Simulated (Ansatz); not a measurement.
## WH6ClO: geometry relaxation (part 2 of 2)

The same run, continued: WH6ClO, multiplicity 2; UKS PBE0/def2-SVP (Ansatz 0.2.0). The input holds or restrains some coordinates. It belongs to a series of runs on one base structure; here: pulled along the bonds that form and break, towards end B.

Geometry of the input (Å):
```
W  0.0000  0.0000  0.0000
Cl 0.0000  0.0000  2.6400
O  1.9400  0.0000  0.0000
H  2.2771  -0.9519  -0.0197
H  0.0000  1.7200  0.0000
H  -1.7200  0.0000  0.0000
H  0.0000  -1.7200  0.0000
H  0.0000  0.0000  -1.7200
H  0.0000  0.0000  4.3100
```

Trajectory as extended XYZ, continued:
```
9
Properties=species:S:1:pos:R:3:forces:R:3 step=6 energy=-16478.95188
W     0.1674    0.1151   -0.5436    0.3762   0.1459   0.1024
Cl   -0.0483   -0.0279    3.0561    0.0211   0.0045   1.3669
O     1.9576   -0.1508   -0.0337   -0.1375  -0.4889  -0.0133
H     2.3260   -1.0288    0.1866   -0.2027   0.4840   0.0566
H    -0.4582    1.5769    0.0852   -0.1550  -0.2410  -0.1092
H    -1.3111   -0.0453    0.3050    0.3368   0.0647   0.1605
H    -0.2641   -1.4102    0.0190   -0.1367   0.0505  -0.1658
H     0.0726    0.0095   -2.2475   -0.0597  -0.0004  -0.0979
H     0.0552    0.0097    4.3832   -0.0426  -0.0192  -1.3002
9
Properties=species:S:1:pos:R:3:forces:R:3 step=7 energy=-16479.08931
W     0.2008    0.1227   -0.5410    0.3708  -0.1418   0.2463
Cl   -0.1171   -0.0337    3.0462    0.1244   0.0079   1.3502
O     1.9851   -0.1433   -0.0287   -0.1685  -0.1662  -0.0572
H     2.3334   -0.9966    0.2884   -0.1852   0.3643  -0.0141
H    -0.5115    1.5626    0.0346   -0.0019  -0.1173  -0.0643
H    -1.1788   -0.0162    0.4474    0.2207   0.0510  -0.0274
H    -0.3712   -1.4107   -0.1498   -0.1607   0.0419  -0.1905
H     0.0437   -0.0364   -2.2450   -0.0539  -0.0189   0.0393
H     0.1126   -0.0003    4.3581   -0.1458  -0.0209  -1.2824
9
Properties=species:S:1:pos:R:3:forces:R:3 step=8 energy=-16479.17087
W     0.2320    0.1113   -0.5251   -0.1926  -0.4274   0.2599
Cl   -0.1870   -0.0373    3.0431    0.3199   0.0188   1.4735
O     2.0149   -0.1212   -0.0284    0.0359  -0.1896   0.0398
H     2.3482   -0.9463    0.3696   -0.1346   0.3701  -0.0741
H    -0.5218    1.5419    0.0102    0.1319  -0.0046  -0.0763
H    -1.0915   -0.0022    0.5284    0.1287  -0.0391  -0.0678
H    -0.4982   -1.4154   -0.2977    0.0344   0.3565  -0.2604
H     0.0236   -0.0793   -2.2219   -0.0011  -0.0544   0.1105
H     0.1769   -0.0034    4.3321   -0.3224  -0.0304  -1.4052
9
Properties=species:S:1:pos:R:3:forces:R:3 step=9 energy=-16479.25741
W     0.2331    0.1104   -0.5086   -0.2114  -0.3580  -0.0308
Cl   -0.1871   -0.0920    3.0552    0.4158   0.0413   1.3909
O     2.0169   -0.0856   -0.0163    0.0402  -0.2632   0.1517
H     2.3333   -0.8588    0.4847   -0.0543   0.3474  -0.1057
H    -0.4956    1.5812   -0.0680    0.0690   0.0290  -0.0233
H    -1.0602    0.0010    0.5772    0.0787  -0.0448  -0.0984
H    -0.6199   -1.3641   -0.4474    0.0721   0.3190  -0.1421
H     0.0266   -0.2063   -2.1853   -0.0127  -0.0173   0.1764
H     0.2500   -0.0378    4.3187   -0.3974  -0.0536  -1.3186
9
Properties=species:S:1:pos:R:3:forces:R:3 step=10 energy=-16479.28968
W     0.2282    0.1247   -0.5069   -0.2516  -0.3611  -0.0920
Cl   -0.1649   -0.0868    3.0553    0.4959  -0.0011   1.2451
O     1.9982   -0.0731    0.0284    0.0611  -0.3429   0.2560
H     2.2940   -0.7860    0.6219   -0.0324   0.3449  -0.1684
H    -0.4667    1.6203   -0.1058   -0.0304   0.0731   0.0514
H    -1.0621   -0.1292    0.5501    0.0623   0.2642   0.0310
H    -0.7423   -1.2565   -0.5603    0.1766   0.0040  -0.2242
H     0.0528   -0.2949   -2.1536   -0.0136   0.0289   0.0784
H     0.3599   -0.0704    4.2813   -0.4679  -0.0100  -1.1773
9
Properties=species:S:1:pos:R:3:forces:R:3 step=11 energy=-16479.32524
W     0.2123    0.1143   -0.5121   -0.0776  -0.1559  -0.0099
Cl   -0.1193   -0.1081    3.0554    0.5331  -0.0040   1.1732
O     1.9591   -0.0801    0.0970   -0.0059  -0.1999   0.0783
H     2.2396   -0.7577    0.7320   -0.0175   0.2055  -0.0690
H    -0.4870    1.6177   -0.1407   -0.0003   0.0487   0.0118
H    -1.1069   -0.0818    0.5163    0.0080   0.1111  -0.0038
H    -0.7470   -1.2643   -0.6301    0.0673  -0.0221  -0.1015
H     0.0812   -0.3069   -2.1597    0.0074   0.0289   0.0420
H     0.4650   -0.0850    4.2521   -0.5146  -0.0123  -1.1210
9
Properties=species:S:1:pos:R:3:forces:R:3 step=12 energy=-16479.35400
W     0.1935    0.0936   -0.5039    0.0703  -0.0072  -0.0693
Cl   -0.1182   -0.1864    3.0636    0.6749   0.0641   1.0482
O     1.9261   -0.1154    0.1351   -0.0545  -0.0125  -0.0555
H     2.1949   -0.6635    0.8820    0.0130   0.0056   0.0794
H    -0.4686    1.6298   -0.1943   -0.0110   0.0336  -0.0008
H    -1.1639   -0.0248    0.4858   -0.0227  -0.0076  -0.0386
H    -0.7711   -1.2744   -0.6847   -0.0248  -0.0297   0.0089
H     0.1054   -0.3202   -2.1536   -0.0023   0.0320   0.0491
H     0.5991   -0.0907    4.1804   -0.6428  -0.0784  -1.0215
9
Properties=species:S:1:pos:R:3:forces:R:3 step=13 energy=-16479.33362 accepted=F
W     0.1788    0.0852   -0.5109    0.0541   0.0534   0.1127
Cl   -0.0517   -0.3099    3.0546    0.9701   0.2886   1.3138
O     1.8825   -0.1572    0.1946    0.2192  -0.4617   0.8664
H     2.1188   -0.5901    1.0515   -0.3539   0.4903  -0.9420
H    -0.4612    1.6444   -0.2456    0.0148  -0.0097  -0.0092
H    -1.2306    0.0093    0.4161    0.0534  -0.0105  -0.0639
H    -0.7962   -1.2725   -0.7131   -0.0435  -0.0452  -0.0071
H     0.1337   -0.3104   -2.1635    0.0225  -0.0035   0.0260
H     0.7229   -0.0507    4.1266   -0.9366  -0.3016  -1.2966
9
Properties=species:S:1:pos:R:3:forces:R:3 step=14 energy=-16479.35721
W     0.1853    0.0918   -0.5100    0.0516   0.0174   0.0121
Cl   -0.0529   -0.2568    3.0562    0.7105   0.1732   1.1588
O     1.9004   -0.1331    0.1692   -0.0041  -0.0816   0.0389
H     2.1469   -0.6397    0.9563   -0.0612   0.0896  -0.0491
H    -0.4675    1.6387   -0.2202   -0.0084   0.0044  -0.0020
H    -1.2035   -0.0106    0.4388    0.0097   0.0037  -0.0150
H    -0.7799   -1.2766   -0.6965   -0.0227  -0.0143  -0.0159
H     0.1229   -0.3080   -2.1612    0.0126  -0.0016   0.0129
H     0.6455   -0.0576    4.1775   -0.6881  -0.1909  -1.1407
9
Properties=species:S:1:pos:R:3:forces:R:3 step=15 energy=-16479.35747
W     0.1813    0.0910   -0.5104   -0.0050  -0.0134   0.0153
Cl   -0.0272   -0.3333    3.0508    0.8271   0.3164   1.2327
O     1.8839   -0.1592    0.1883    0.0644  -0.1114   0.2093
H     2.1031   -0.5941    1.0287   -0.1101   0.1307  -0.2054
H    -0.4619    1.6460   -0.2347    0.0111   0.0131  -0.0055
H    -1.2209    0.0056    0.4201    0.0103  -0.0062  -0.0353
H    -0.7953   -1.2698   -0.7116   -0.0068   0.0002  -0.0038
H     0.1393   -0.3125   -2.1599    0.0032   0.0020   0.0086
H     0.6949   -0.0256    4.1392   -0.7943  -0.3315  -1.2159
9
Properties=species:S:1:pos:R:3:forces:R:3 step=16 energy=-16479.37042
W     0.1703    0.0921   -0.5169    0.0658  -0.0221   0.1105
Cl    0.0638   -0.4023    3.0406    0.7607   0.3815   1.2010
O     1.8431   -0.1681    0.2525    0.0143  -0.0948   0.1377
H     2.0200   -0.5584    1.1257   -0.1435   0.1282  -0.2509
H    -0.4555    1.6605   -0.2707   -0.0091  -0.0056  -0.0081
H    -1.2634    0.0143    0.3662    0.0331   0.0290  -0.0255
H    -0.8144   -1.2608   -0.7346    0.0006  -0.0010  -0.0264
H     0.1693   -0.3210   -2.1649    0.0233  -0.0113   0.0161
H     0.7640   -0.0083    4.1123   -0.7451  -0.4039  -1.1542
9
Properties=species:S:1:pos:R:3:forces:R:3 step=17 energy=-16479.35069 accepted=F
W     0.1543    0.0955   -0.4951    0.1400   0.0213  -0.1284
Cl    0.1547   -0.5747    3.0406    0.8836   0.7923   1.3843
O     1.8064   -0.1776    0.3126   -0.0682   0.0838  -0.0910
H     1.9444   -0.5187    1.2070   -0.0685  -0.0396   0.0286
H    -0.4793    1.6712   -0.3145    0.0901   0.0158  -0.0220
H    -1.3054    0.1014    0.3487   -0.0059  -0.1498  -0.0829
H    -0.8300   -1.2453   -0.7884   -0.0561   0.0105   0.1397
H     0.2290   -0.3677   -2.1304   -0.0322   0.0788   0.0663
H     0.8230    0.0640    4.0297   -0.8828  -0.8131  -1.2946
9
Properties=species:S:1:pos:R:3:forces:R:3 step=18 energy=-16479.38753
W     0.1664    0.0960   -0.5094    0.0253   0.0325  -0.0764
Cl    0.1168   -0.4838    3.0354    0.6510   0.4332   1.0794
O     1.8294   -0.1590    0.2755    0.0128  -0.0509   0.0696
H     1.9599   -0.5335    1.1603   -0.0436   0.0438  -0.0661
H    -0.4519    1.6729   -0.2997   -0.0078   0.0013  -0.0065
H    -1.2792    0.0446    0.3516    0.0062   0.0063   0.0041
H    -0.8227   -1.2530   -0.7334   -0.0016  -0.0114   0.0035
H     0.1943   -0.3482   -2.1481   -0.0013   0.0042   0.0086
H     0.7841    0.0122    4.0781   -0.6409  -0.4591  -1.0163
9
Properties=species:S:1:pos:R:3:forces:R:3 step=19 energy=-16479.39489
W     0.1669    0.1027   -0.5050   -0.0124   0.0077  -0.0544
Cl    0.1565   -0.5749    3.0239    0.5944   0.5399   1.0386
O     1.8208   -0.1536    0.2977    0.0213  -0.0135   0.0140
H     1.9278   -0.5182    1.1893   -0.0268   0.0157  -0.0264
H    -0.4476    1.6845   -0.3204    0.0032   0.0069  -0.0027
H    -1.2808    0.0716    0.3537    0.0048   0.0021  -0.0230
H    -0.8265   -1.2467   -0.7162    0.0038   0.0049   0.0121
H     0.2009   -0.3658   -2.1359    0.0004   0.0042  -0.0081
H     0.7792    0.0485    4.0232   -0.5888  -0.5679  -0.9501
9
Properties=species:S:1:pos:R:3:forces:R:3 step=20 energy=-16479.36467 accepted=F
W     0.1655    0.1055   -0.4867   -0.0080   0.0175  -0.1706
Cl    0.2115   -0.7113    3.0170    0.7261   1.0939   1.3528
O     1.8200   -0.1531    0.3133    0.0065   0.0169  -0.0105
H     1.9176   -0.5149    1.2061    0.0061  -0.0229   0.0421
H    -0.4330    1.6968   -0.3256   -0.0026  -0.0018   0.0051
H    -1.2951    0.1031    0.3484    0.0020   0.0021   0.0181
H    -0.8318   -1.2429   -0.6844   -0.0108   0.0025   0.0136
H     0.2030   -0.3675   -2.1170    0.0042   0.0131   0.0073
H     0.7393    0.1323    3.9393   -0.7235  -1.1213  -1.2578
9
Properties=species:S:1:pos:R:3:forces:R:3 step=21 energy=-16479.39149
W     0.1662    0.1035   -0.4949   -0.0128   0.0189  -0.1479
Cl    0.1836   -0.6413    3.0218    0.6093   0.7136   1.1016
O     1.8214   -0.1545    0.3036    0.0161  -0.0025   0.0125
H     1.9228   -0.5163    1.1964   -0.0027  -0.0049   0.0156
H    -0.4392    1.6906   -0.3228   -0.0038   0.0013   0.0039
H    -1.2898    0.0860    0.3478   -0.0009   0.0077   0.0132
H    -0.8288   -1.2457   -0.6981   -0.0039  -0.0012   0.0083
H     0.2017   -0.3640   -2.1267    0.0034   0.0085   0.0055
H     0.7591    0.0898    3.9831   -0.6047  -0.7413  -1.0127
9
Properties=species:S:1:pos:R:3:forces:R:3 step=22 energy=-16479.39719
W     0.1671    0.1029   -0.4908    0.0025   0.0302  -0.0410
Cl    0.2131   -0.6911    3.0136    0.5279   0.7768   1.0430
O     1.8194   -0.1613    0.3136    0.0136   0.0241  -0.0359
H     1.9188   -0.5208    1.2076   -0.0129  -0.0122   0.0057
H    -0.4397    1.6893   -0.3145    0.0194   0.0028  -0.0006
H    -1.2838    0.0990    0.3619   -0.0071  -0.0115  -0.0328
H    -0.8327   -1.2438   -0.6876   -0.0050   0.0014   0.0068
H     0.2042   -0.3569   -2.1241   -0.0092  -0.0039  -0.0106
H     0.7307    0.1309    3.9305   -0.5292  -0.8078  -0.9347
9
Properties=species:S:1:pos:R:3:forces:R:3 step=23 energy=-16479.40517
W     0.1673    0.1116   -0.4766   -0.0030   0.0103  -0.1263
Cl    0.2344   -0.7372    3.0144    0.4322   0.7714   0.9254
O     1.8207   -0.1293    0.3340   -0.0046  -0.0291  -0.0477
H     1.9190   -0.5657    1.1932    0.0088   0.0274   0.0325
H    -0.4422    1.6977   -0.3187   -0.0024  -0.0021   0.0098
H    -1.2898    0.1103    0.3647   -0.0081   0.0012   0.0040
H    -0.8270   -1.2427   -0.6650    0.0128   0.0318   0.0106
H     0.2088   -0.3615   -2.1079    0.0058   0.0039   0.0046
H     0.7059    0.1649    3.8723   -0.4416  -0.8149  -0.8129
```

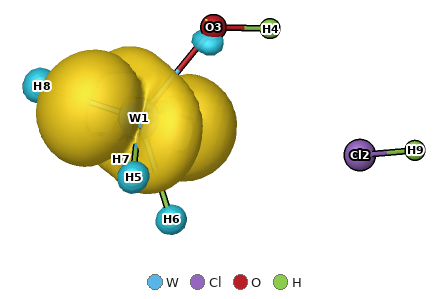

Figure 1. Isosurfaces of the spin density at +0.03 (yellow) and −0.03 e/Å³ (cyan), seen at a tilt. The unpaired spin (1 electron) lies mostly on W1 (about 1.0), in electrons by Hirshfeld's partition.

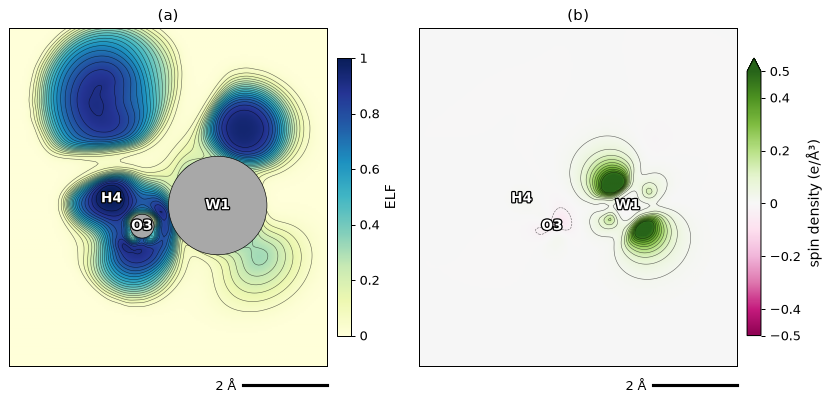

Figure 2. (a) electron localisation function; (b) spin density on the plane of atoms W1, O3 and H4. Grey discs, where drawn, cover atomic cores. The section cuts through W, O and H sites. W–O (1.86 Å): the ELF peaks at about 0.85 in the valence shell of O, 0.6 Å from its nucleus, and is about 0.30 at the midpoint. O–H (0.97 Å): the ELF climbs to about 1 towards the hydrogen, as it does in any bond to H; a covalent bond by its length. The unpaired spin (1 electron) lies mostly on W1 (about 1.0), in electrons by Hirshfeld's partition.

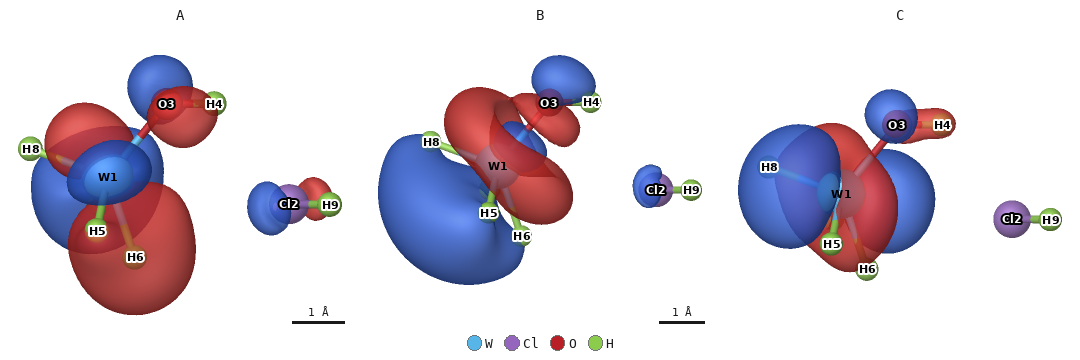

Figure 3. Three frontier orbitals at ±0.08 Å⁻³ᐟ² (red and blue are the two phases). A is the HOMO−1 (α) (−8.12 eV). Its weight (Hirshfeld) is mainly on W1 (45 %), H7 (20 %) and H6 (20 %). C is the HOMO (α) (−6.23 eV). By Hirshfeld shares it lies mainly on W1 (85 %). B is the LUMO (α) (−1.65 eV). By Hirshfeld shares it lies mainly on W1 (65 %). The HOMO–LUMO gap is 4.58 eV between the orbital energies.
